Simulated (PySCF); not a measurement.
C3H11NOSi2

Input

```
{"job": {"kind": "nmr", "xc": "PBE0", "basis": "pcSseg-1"}, "charge": 0, "multiplicity": 1}
O      2.494874    -1.234733    -0.059418
C      1.951694     0.004009     0.326546
C      0.588565     0.120118    -0.325375
C     -0.222150     1.349208     0.117957
Si    -2.041820     1.035581    -0.297849
N     -2.048104    -0.702057    -0.183448
Si    -0.466855    -1.436800    -0.026097
H      3.309066    -1.388465     0.428252
H      2.604183     0.849097     0.024337
H      1.829264     0.068982     1.427660
H      0.739326     0.158521    -1.420007
H      0.163137     2.284254    -0.321806
H     -0.156226     1.466731     1.214978
H     -2.976347     1.690760     0.673180
H     -2.410590     1.546014    -1.660103
H     -2.901371    -1.247966    -0.218047
H     -0.227831    -2.012644     1.338680
H     -0.260598    -2.526837    -1.026204
```

Launched as:

```sh
OMP_NUM_THREADS=1 python probes_run.py task.json out
```

Geometry: PBE0-D3(BJ)/def2-SVP.

Level of theory: PBE0/pcSseg-1, SCF density, gas phase, non-relativistic in PySCF 2.14.0.

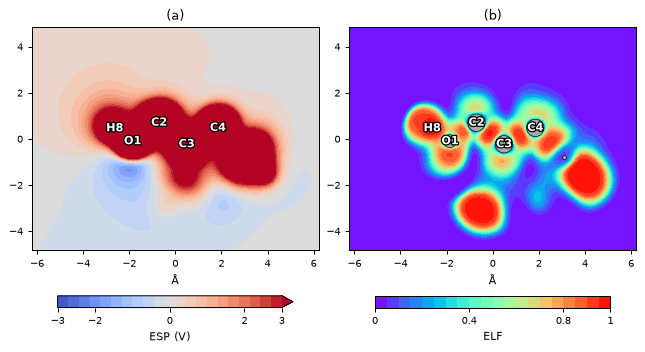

Figure 1. (a) molecular electrostatic potential; (b) ELF on the plane of atoms O1, C2 and C3. Grey discs cover the atomic cores in the ELF map.

Q: Describe what can be read from this map.

A:
- The section cuts through O, C and H sites.
- C–O (1.41 Å): the ELF peaks at about 0.90 between the atoms, as expected for a polar covalent bond.
- C–C (1.52 Å): the ELF peaks at about 0.95 between the atoms; a shared electron pair.
- O–H (0.96 Å): the ELF climbs to about 1 towards the hydrogen, as it does in any bond to H: a covalent bond by its length.
- The ELF also peaks beside O1, away from the bonds: lone-pair regions.
- Outside the dense part of the molecule the potential is most negative (−1.9 V) near O1.

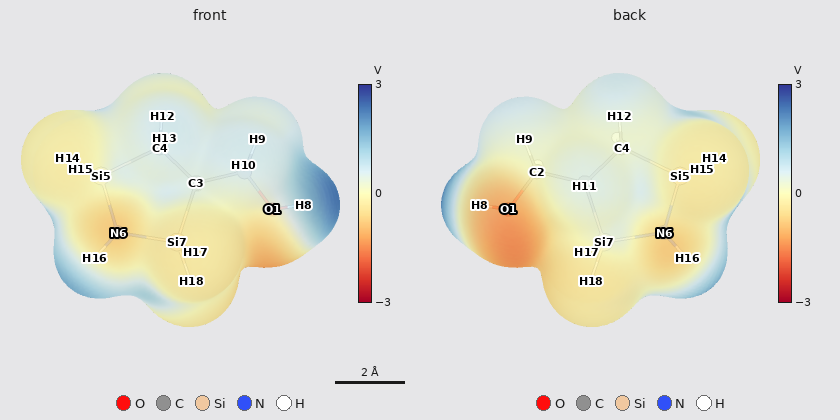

Figure 2. The electrostatic potential painted on the density surface at 0.002 e/bohr³, seen from the front and from behind; the colour scale runs from red (negative) to blue (positive).

Q: Describe the electrostatic potential map.

A: The most negative region (about −1.5 V) lies over O1, the most positive (about +2.3 V) over H8. O1 is the likeliest acceptor of a hydrogen bond.
